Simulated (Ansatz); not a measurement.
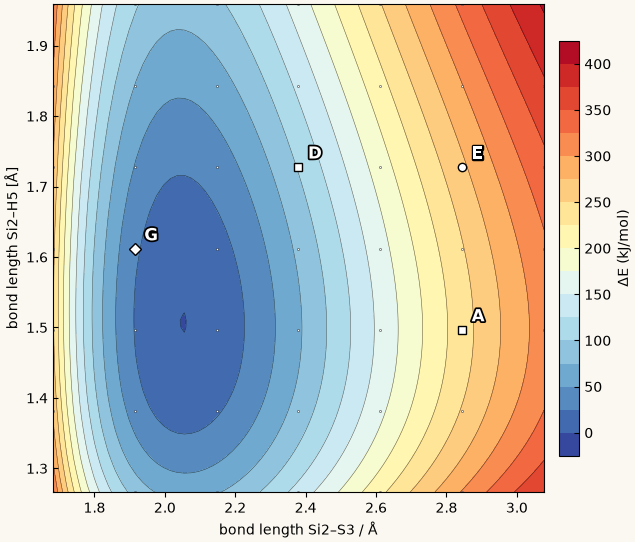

H3OSSi, SMILES O[SiH2][S-], charge −1. The first coordinate is: bond length Si2–S3; the second: bond length Si2–H5. Nothing is relaxed (all other coordinates rigid). The grid has 7 × 7 points. Energies: kJ/mol, counted from the relaxed molecule at the same level. The reference is spin-restricted, which grows unreliable where a bond is stretched far. Level of theory: RKS wB97M-V/def2-SVPD in Ansatz.

In the figure: filled contours, dots at the grid points, lettered points. Between grid points the surface is interpolated.

### What kind of point is each of A, D, E: minimum, saddle, maximum or slope?

A: on a slope; D: on a slope; E: on a slope. (In these two coordinates alone; a stationary point may lie a little off the grid point.)

### Rank the lettered points by energy, lowest first.

G (30 kJ/mol), D (102 kJ/mol), A (239 kJ/mol), E (270 kJ/mol).
